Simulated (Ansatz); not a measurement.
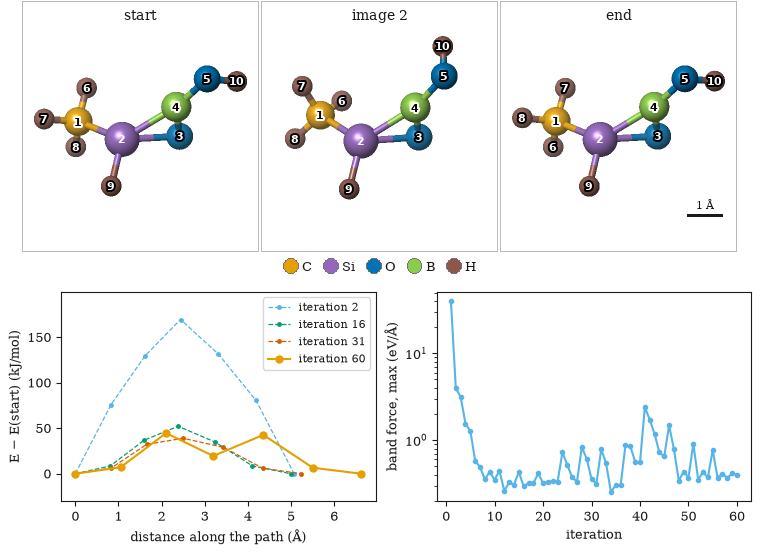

A nudged-elastic-band calculation for CH5BO2Si. Images are numbered from 0 (start) to 6 (end). The plot follows the band through its iterations. A ball-and-stick model, seen at a tilt.

Theory: RKS PBE0/6-31G* in Ansatz. Run with 5 movable images; climbing image; force threshold 0.03 eV/Å; iteration limit 60; optimiser L-BFGS; starting path through a guess of the saddle point.

Judge this run.

Answer. The result isn't final. The band hadn't converged when the run stopped after 60 iterations. The largest component of the band force went from 40 to 0.4 eV/Å. The barrier read from it is provisional, though the highest image hardly moved in the last two iterations. The first iteration put the highest image at 552.0 kJ/mol. The barrier is about 44.7 kJ/mol in both directions, with image 2 at the top; the ends have the same energy. The profile has 2 maxima (images 2, 4) with a dip at image 3 (+19.5 kJ/mol), which on an unconverged band is provisional.

Cost: 32 min on 1 thread of Arm Neoverse N1, with other jobs on the host, peak memory 0.2 GiB.
